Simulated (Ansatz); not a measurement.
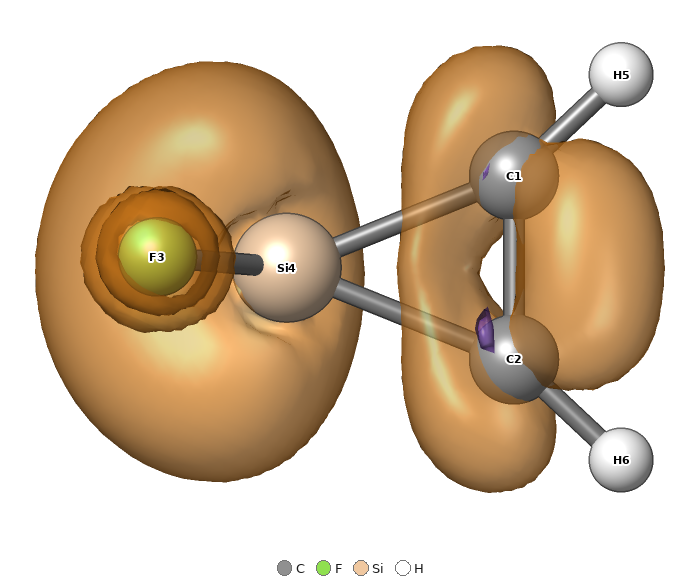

Figure 1: C2H2FSi (SMILES F[Si]1C=C1) (doublet). Isosurfaces of the spin density (α minus β) at +0.015 (orange) and −0.015 e/Å³ (purple), seen at a tilt.

Geometry: B3LYP/6-31G*.

Computed with isolated molecule in a Gaussian basis; Kohn-Sham density functional theory, functional PBE0 (Ansatz).

| atom | x (Å) | y (Å) | z (Å) |
| --- | --- | --- | --- |
| C | 0.2584 | 0.2044 | -0.9868 |
| C | 0.7623 | 0.3207 | 0.2694 |
| F | -2.2107 | 0.5587 | 0.7054 |
| Si | -0.9246 | -0.3371 | 0.2724 |
| H | 0.6482 | 0.4479 | -1.9728 |
| H | 1.7057 | 0.6919 | 0.6637 |

Where is the unpaired spin?

Answer. The unpaired spin (1 electron) lies mostly on Si4 (about 0.7), C1 (about 0.1), C2 (about 0.1) and F3 (about 0.1), in electrons by Hirshfeld's partition.
